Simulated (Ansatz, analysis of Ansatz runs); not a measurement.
# Can an added electron hop between V atoms in GdVO4 (I4_1/amd)?

Aim: the energy barrier that a trapped electron meets when it moves from one V atom to another one nearby in GdVO4 (I4_1/amd). The model is a cell of 48 host atoms.

Program: Ansatz 0.2.0. Level of theory: plane-wave PAW DFT, PBEsol+U; relaxation of all atoms of a supercell at fixed charge in a uniform background. Results are calculated unless marked as measured.

**1. The starting structure**

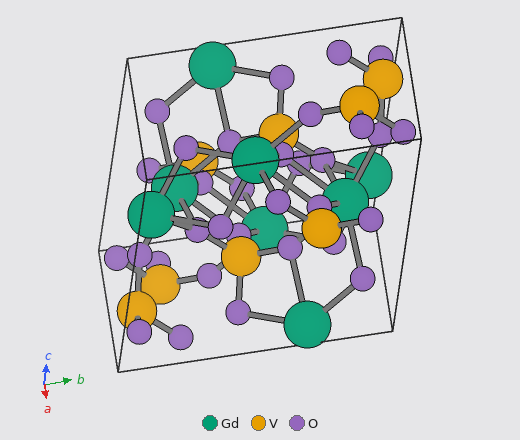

The cell as given, slightly off an axis (gadolinium teal, vanadium orange, oxygen purple).

The cell holds 48 atoms: 8 Gd, 8 V and 32 O. Cell: a = 9.582 Å, b = 9.582 Å, c = 10.184 Å, α = 57.9°, β = 57.9°, γ = 64.2°. It derives from GdVO4 (space group I4_1/amd). Nearest the centre at fractional (0.312, 0.562, 0.688): O38 at 1.95 Å, O41 at 1.95 Å, V13 at 1.97 Å, V11 at 1.97 Å, O19 at 2.25 Å, O30 at 2.25 Å, O22 at 2.25 Å, O33 at 2.25 Å.

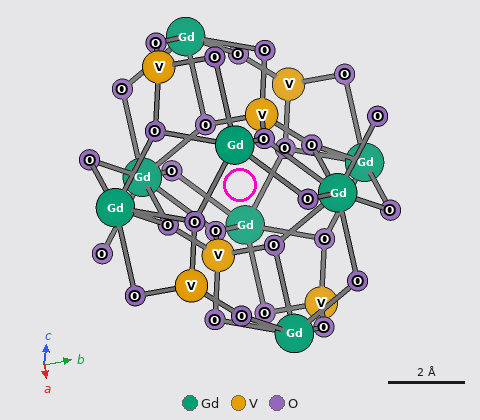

The atoms within 5 Å of the centre. A ring marks the centre wherever it is empty.

Hubbard terms: Gd f 6.0 eV, V d 4.0 eV. They were chosen, not fitted, to curb self-interaction in the shells named, the trial site's among them. The two sites are V11 and V13. The cell's shortest repeat is 9.6 Å. The host's moments were started ferromagnetic, high spin.

**2. The cell without the carrier**

The neutral cell is relaxed first, from small random displacements, so that bond lengths and moments with the carrier can be set beside those of a relaxed cell without it.

Contents of neutral.relax/input.yaml:

```yaml
crystal:
  lattice:
    - [0.0, 7.20083229, 6.32126446]
    - [7.20083229, 0.0, 6.32126446]
    - [7.20083229, 7.20083229, 0.0]
  atoms:
    - { symbol: Gd, position: [0.125, 0.625, 0.375], spin: 7.0 }
    - { symbol: Gd, position: [0.375, 0.875, 0.625], spin: 7.0 }
    - { symbol: Gd, position: [0.625, 0.125, 0.875], spin: 7.0 }
    - { symbol: Gd, position: [0.875, 0.375, 0.125], spin: 7.0 }
    - { symbol: Gd, position: [0.0, 0.0, 0.5], spin: 7.0 }
    - { symbol: Gd, position: [0.25, 0.25, 0.75], spin: 7.0 }
    - { symbol: Gd, position: [0.5, 0.5, 0.0], spin: 7.0 }
    - { symbol: Gd, position: [0.75, 0.75, 0.25], spin: 7.0 }
    - { symbol: V, position: [0.0, 0.0, 0.0] }
    - { symbol: V, position: [0.25, 0.25, 0.25] }
    - { symbol: V, position: [0.5, 0.5, 0.5] }
    - { symbol: V, position: [0.75, 0.75, 0.75] }
    - { symbol: V, position: [0.125, 0.625, 0.875] }
    - { symbol: V, position: [0.375, 0.875, 0.125] }
    - { symbol: V, position: [0.625, 0.125, 0.375] }
    - { symbol: V, position: [0.875, 0.375, 0.625] }
    - { symbol: O, position: [0.004588, 0.821922, 0.178078] }
    - { symbol: O, position: [0.254588, 0.071922, 0.428078] }
    - { symbol: O, position: [0.504588, 0.321922, 0.678078] }
    - { symbol: O, position: [0.754588, 0.571922, 0.928078] }
    - { symbol: O, position: [0.071922, 0.254588, 0.245412] }
    - { symbol: O, position: [0.321922, 0.504588, 0.495412] }
    - { symbol: O, position: [0.571922, 0.754588, 0.745412] }
    - { symbol: O, position: [0.821922, 0.004588, 0.995412] }
    - { symbol: O, position: [0.178078, 0.995412, 0.821922] }
    - { symbol: O, position: [0.428078, 0.245412, 0.071922] }
    - { symbol: O, position: [0.678078, 0.495412, 0.321922] }
    - { symbol: O, position: [0.928078, 0.745412, 0.571922] }
    - { symbol: O, position: [0.053078, 0.370412, 0.629588] }
    - { symbol: O, position: [0.303078, 0.620412, 0.879588] }
    - { symbol: O, position: [0.553078, 0.870412, 0.129588] }
    - { symbol: O, position: [0.803078, 0.120412, 0.379588] }
    - { symbol: O, position: [0.120412, 0.803078, 0.696922] }
    - { symbol: O, position: [0.370412, 0.053078, 0.946922] }
    - { symbol: O, position: [0.620412, 0.303078, 0.196922] }
    - { symbol: O, position: [0.870412, 0.553078, 0.446922] }
    - { symbol: O, position: [0.245412, 0.428078, 0.254588] }
    - { symbol: O, position: [0.495412, 0.678078, 0.504588] }
    - { symbol: O, position: [0.745412, 0.928078, 0.754588] }
    - { symbol: O, position: [0.995412, 0.178078, 0.004588] }
    - { symbol: O, position: [0.129588, 0.446922, 0.870412] }
    - { symbol: O, position: [0.379588, 0.696922, 0.120412] }
    - { symbol: O, position: [0.629588, 0.946922, 0.370412] }
    - { symbol: O, position: [0.879588, 0.196922, 0.620412] }
    - { symbol: O, position: [0.196922, 0.879588, 0.303078] }
    - { symbol: O, position: [0.446922, 0.129588, 0.553078] }
    - { symbol: O, position: [0.696922, 0.379588, 0.803078] }
    - { symbol: O, position: [0.946922, 0.629588, 0.053078] }
basis:
  ecutwfc: 420
  xc_grid: 2
hamiltonian:
  xc: pbesol
  hubbard:
    sites: [{ species: Gd, l: f, u_eff: 6.0 }, { species: V, l: d, u_eff: 4.0 }]
kpoints:
  mp_grid: { grid: [1, 1, 1] }
magnetization:
  spin_polarized: true
  initial_magnetization: 56
  spin_locking: { lock_magnetization: hard }
scf:
  occupations: { method: fermi_dirac, width: 0.01 }
  max_iter: 120
  lower_state_search: "off"
output:
  forces: true
relax:
  f_tol: 0.02
  max_steps: 70
  random_displacement: { amplitude: 0.04, seed: 7037 }
checkpoint:
  write: "../neutral.relax.run"
  compress: false
  write_wavefunctions: true
  write_every: 100000
```

Command:

```
$ ansatz run input.yaml --threads 8 --pin off --max-ram 17899MiB --backend cpu --events-out ev --progress --plain --runs-dir out
```

Numbers of over 12 decimals in the logs are rounded to 6 here.

The program printed:

```text
[... repeated set-up lines and file paths are left out, and long positions are rounded to six places ...]
Gd: projections on atomic orbitals take those of the free atom [Kr 4d10] 4f7 5s2 5p6 5d1 6s2, of charge +0.00 (hamiltonian.pseudopotentials.projection_atoms); the dataset's partial waves leave at most 2.5e-4 of an orbital's norm unspanned inside its sphere
V: projections on atomic orbitals take those of the free atom [Ne] 3s2 3p6 3d3 4s2, of charge +0.00 (hamiltonian.pseudopotentials.projection_atoms); the dataset's partial waves leave at most 5.8e-7 of an orbital's norm unspanned inside its sphere
O: projections on atomic orbitals take those of the free atom [He] 2s2 2p4, of charge +0.00 (hamiltonian.pseudopotentials.projection_atoms); the dataset's partial waves leave at most 1.9e-8 of an orbital's norm unspanned inside its sphere
Engine: ansatz 0.2.0, aarch64-unknown-linux-gnu
Pseudopotentials: kind: paw
Pseudopotential: Gd, paw, valence charge 18, recommended cutoff 420 eV (normal), Gd.paw.azcp
Pseudopotential: V, paw, valence charge 13, recommended cutoff 420 eV (normal), V.paw.azcp
Pseudopotential: O, paw, valence charge 6, recommended cutoff 420 eV (normal), O.paw.azcp
Functional definition: PBEsol
  exchange = pbesol_x
  correlation = pbesol_c
Crystal: 48 atoms, lattice volume = 655.540 Å³
Basis set: ecut = 420 eV, 12701 PW (Γ), exchange–correlation on 144×144×144 points (8 copies of the dense FFT grid, shifted against one another)
Bands: 298, of which v1, the nominal top of the filled ones, is band 220 counted from 1 (219 counted from 0)
Symmetry: 1 space group operations
k-points: 1
[...]
[... 2 atoms left out ...]
  atom  22  O     -0.00175655    -0.00313025     0.00138127
  [... 7 atoms left out ...]
  atom  30  O     -0.00040033     0.00241059    -0.00025022
  [... 2 atoms left out ...]
  atom  33  O     -0.00028854    -0.00231631     0.00466495
  [... 4 atoms left out ...]
  atom  38  O      0.00437224     0.00140027     0.00565347
  [... 2 atoms left out ...]
  atom  41  O     -0.00381246    -0.00234214     0.00046076
[...]
max |Σ_I F_I| component: 5.88e-5 eV/Å
--- Band table (eV) ---
  k-point 0 ↑: bands = ["-56.8496", "-56.8495", "-56.8494", "-56.8492", [... 290 left out ...] "14.1578", "14.1578", "14.1973", "14.1974"]
  k-point 0 ↓: bands = ["-56.8488", "-56.8486", "-56.8486", "-56.8483", [... 290 left out ...] "14.8756", "14.9311", "14.9312", "14.9990"]
Occupation matrices written to <dir>
--- Relaxed structure (5 steps of the walk, 5 accepted, 0 SCFs on fresh bases) ---
  F+E_penalty+E_count = -114881.29339082 eV   max|allowed force component| = 8.089e-3 eV/Å
  atoms:
    - { symbol: Gd, position: [0.125255, 0.624811, 0.374733] }
    - { symbol: Gd, position: [0.375296, 0.874614, 0.624954] }
[...]
- { symbol: Gd, position: [0.250180, 0.249812, 0.749734] }
[...]
- { symbol: V, position: [0.500232, 0.499710, 0.499774] }
    [... 1 atom left out ...]
    - { symbol: V, position: [0.125251, 0.624619, 0.874967] }
[...]
- { symbol: O, position: [0.504896, 0.321730, 0.677714] }
[...]
- { symbol: O, position: [0.322123, 0.504372, 0.495313] }
[...]
- { symbol: O, position: [0.303191, 0.620149, 0.879576] }
    [... 2 atoms left out ...]
    - { symbol: O, position: [0.120597, 0.802485, 0.696956] }
    [... 4 atoms left out ...]
    - { symbol: O, position: [0.495552, 0.677648, 0.504475] }
    [... 2 atoms left out ...]
    - { symbol: O, position: [0.129972, 0.446521, 0.870476] }
    [... 7 atoms left out ...]
[key lines of the parts left out:]
SCF converged after 5 iterations
Magnetization: 56.0000 μB (248.0000 up, 192.0000 down)
Free energy (F): -114881.293391 eV
Fermi energy:    8.591129 (↑ 8.590430, ↓ 8.639360) eV
```

The job ended after 29 s (8 threads of Arm Neoverse V2, shared host; peak memory 1.6 GiB; 3.5 min of CPU time).

The largest displacement from an ideal site is 0.003 Å.

[end of part 1 of 3]

[Logs are printed without paths, hosts, clocks, repeated set-up lines and the standing remarks that a program may print on its own settings, such as how far it seeks lower states.]

[Hosts, paths, dates, database ids (printed as entryN), source tags and the programs' standing remarks are cut or masked in the printed files.]
